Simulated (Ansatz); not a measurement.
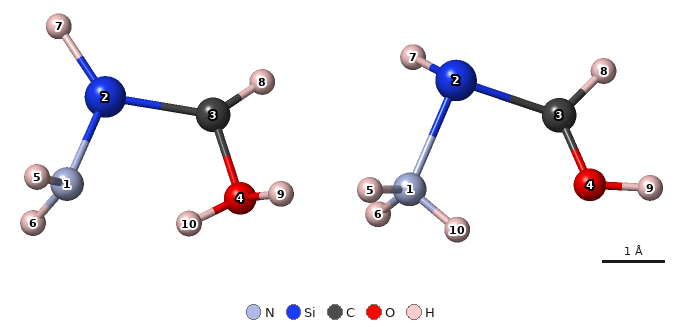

Two geometries of CH$_{6}$NOSi (charge +1), drawn at one scale. One is the start of a relaxation, the other its converged end. The picture is a ball-and-stick view, seen at a tilt.

Theory: Ansatz, RKS PBE-D4/def2-SVP. Settings: no spin polarisation; force threshold 0.015 eV/Å; at most 40 steps.

Q: Which one is relaxed?

A: The right one is the relaxed one. The run prepares an end point of a later path (torsion) calculation, from a guessed geometry. The energy falls by 32.9 kcal/mol in 18 geometry steps. The largest force component goes from 1.9 to 0.011 eV/Å. The largest move after the best rigid fit is that of H10, 1.22 Å. By element the largest moves are H 1.22 Å, Si 0.58 Å, O 0.29 Å, N 0.13 Å, C 0.11 Å. Some distances before and after: O4–H10 0.990 → 2.351 Å, N1–H10 2.086 → 1.039 Å, N1–Si2 1.731 → 1.963 Å, C3–O4 1.483 → 1.325 Å. New bonds form: N1–H10 (2.09 → 1.04 Å). Bonds break: O4–H10 (0.99 → 2.35 Å). Among the angles between lasting bonds that change: N1–Si2–H7 126.3° → 102.2°, C3–Si2–H7 130.7° → 107.4°, Si2–C3–H8 130.7° → 119.6°.
